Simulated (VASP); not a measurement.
Band structure of AlN (relaxed from the zinc blende structure, space group F-43m). All values below come from r2SCAN meta-GGA, VASP's PBE PAW potentials (set 64) (plane waves; VASP).

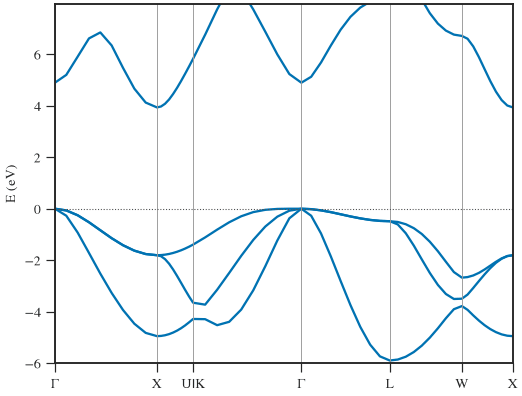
*Bands along high-symmetry lines, zero at the valence-band maximum or, without a gap, the Fermi level*

Task: Read the plot: is there a gap, and where are the band edges?

Result: The gap is indirect, 3.94 eV, from the valence maximum at Γ to the conduction minimum at X.

The structure was generated: AlN was put into the zinc blende type (F-43m), which need not be its known phase. It was relaxed first.
